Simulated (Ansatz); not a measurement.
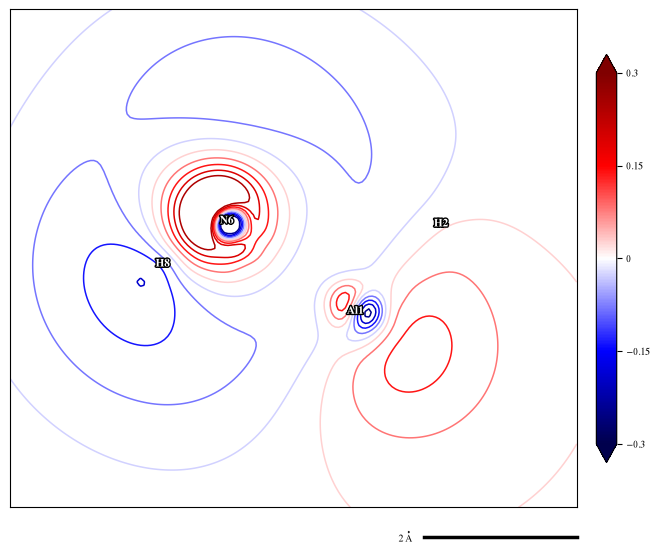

AlH6N. The LUMO on the plane of atoms H2, Al1 and N6 (values in Å⁻³ᐟ²; the overall sign is arbitrary).

The reactant side of a reaction path; geometry: PBE0-D4/def2-TZVP.

Level of theory: RKS PBE0-D4/def2-TZVPP (Ansatz).

```xyz
8

Al   -0.7732    0.0369   -0.7391
H    -0.0908    1.0512   -1.7762
H    -0.8184   -1.5140   -1.1427
H    -1.9695    0.6006    0.1672
H     0.8940    0.8868    1.0711
N     0.7156   -0.0343    0.6840
H     1.5837   -0.3783    0.2863
H     0.4585   -0.6492    1.4493
```

> Where does this orbital lie, and at what energy?

Its weight (Hirshfeld) is mainly on Al1 (about 25 %), H8 (about 15 %), H7 (about 15 %), H5 (about 15 %) and N6 (about 15 %). Its energy is −0.36 eV.
